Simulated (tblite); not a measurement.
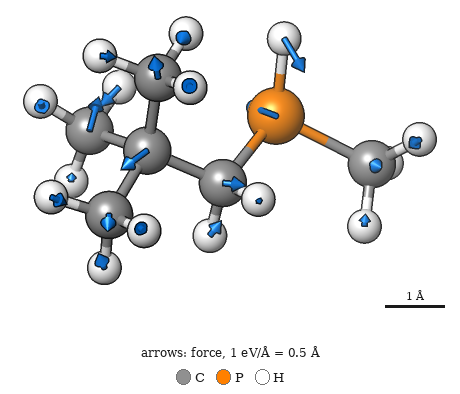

Starting geometry of C6H15P with the computed forces as blue arrows. A ball-and-stick model, seen at a tilt.

Computed with tblite, GFN2-xTB geometry optimisation, gas phase. 

**Is this structure relaxed? If not, where do the atoms go?**

It isn't relaxed: the largest force vector, on the P atom, is 2.88 eV/Å. The final displacements have little in common with the starting forces (cosine between the two patterns 0.26). After 134 geometry steps the energy has fallen by 1.061 eV. The atom that moves furthest after the best rigid fit is an H atom (1.16 Å). By element the largest moves are H 1.16 Å, P 0.20 Å, C 0.19 Å. Some distances before and after: H–P 1.445 → 1.402 Å, C–H 1.124 → 1.089 Å, C–C 1.504 → 1.533 Å, C–P 1.877 → 1.852 Å. Among the angles between lasting bonds that change: C–P–H 112.8° → 94.6°, C–P–H 113.1° → 96.1°, C–P–C 105.4° → 97.1°.
